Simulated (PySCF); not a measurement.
# C$_{4}$H$_{12}$N$_{2}$ (SMILES CNNC(C)C): what the fields show

```xyz
18

C     2.7427    0.1853   -0.2310
N     1.5218   -0.5156    0.1362
N     0.3947    0.1208   -0.5266
C    -0.8070    0.1935    0.2825
C    -1.4053   -1.1771    0.6255
C    -1.8242    1.0552   -0.4636
H     2.9024    0.0531   -1.3002
H     3.5704   -0.2689    0.3104
H     2.7107    1.2598   -0.0144
H     1.3791   -0.4121    1.1400
H     0.2092   -0.4427   -1.3566
H    -0.5286    0.7048    1.2149
H    -0.6584   -1.8094    1.1010
H    -1.7463   -1.6718   -0.2821
H    -2.2513   -1.0654    1.2990
H    -2.1282    0.5646   -1.3855
H    -2.7050    1.2153    0.1523
H    -1.3855    2.0171   -0.7136
```

Geometry: GFN2-xTB.

Computed with PySCF 2.14.0, PBE0/pcSseg-1, SCF density, gas phase, non-relativistic.

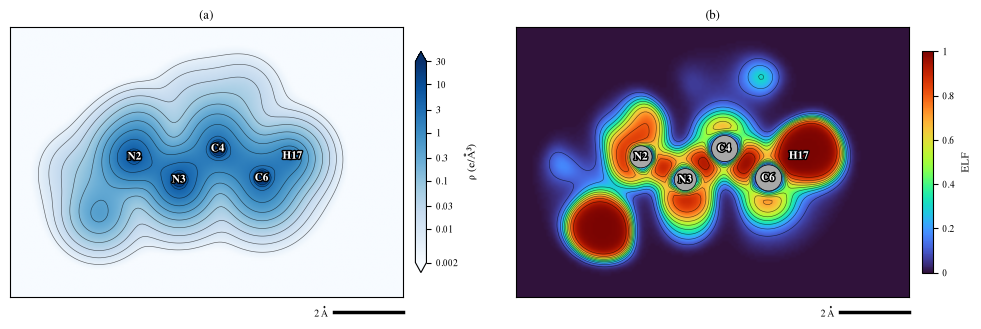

Figure 1. (a) electron density; (b) ELF on the plane of atoms N3, C4 and C6. Grey discs cover the atomic cores in the ELF map.

What do the fields say about this system?

- Atoms in the plane: N, C and H.
- C–N (1.45 Å): ρ at the midpoint is about 2 e/Å³; the ELF peaks at about 0.95 between the atoms, as expected for a shared electron pair.
- N–N (1.45 Å): the density is about 2 e/Å³ at the midpoint; the ELF peaks at about 0.90 between the atoms; a shared electron pair.
- C–C (1.53 Å): the density is about 1.6 e/Å³ at the midpoint; the ELF peaks at about 0.95 between the atoms; localised, covalent bonding.
- C–H (1.09 Å): the density is about 2 e/Å³ at the midpoint; the ELF climbs to about 1 towards the hydrogen, as it does in any bond to H: a covalent bond by its length.

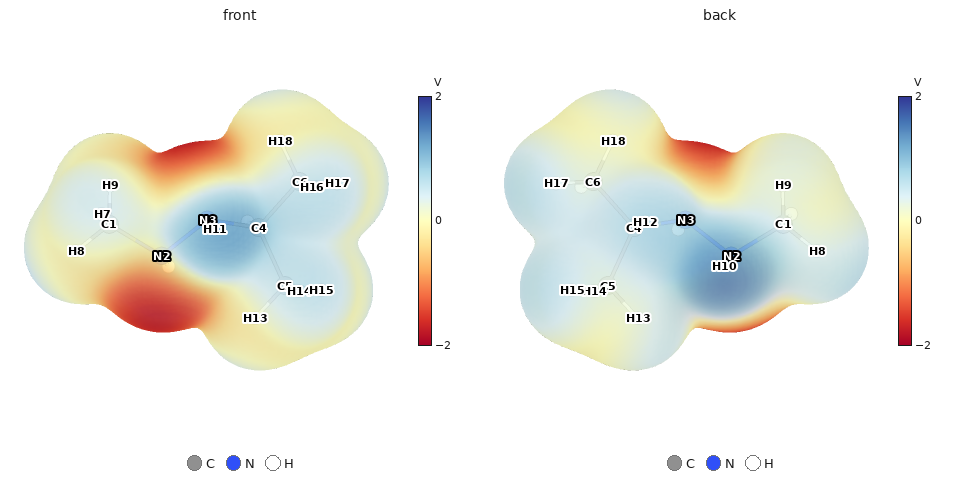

Figure 2. The molecular electrostatic potential painted on the density surface at 0.002 e/bohr³, seen from the front and from behind; red is negative and blue positive.

Which sites attract a positive test charge, and which a negative one?

A positive charge is drawn to the negative regions and a negative charge to the positive ones. The most negative region (about −1.7 V) lies over N2, the most positive (about +1.4 V) over H10. N2 is the likeliest acceptor of a hydrogen bond.

What dipole moment does the calculation give?

Its dipole moment is 0.83 D.
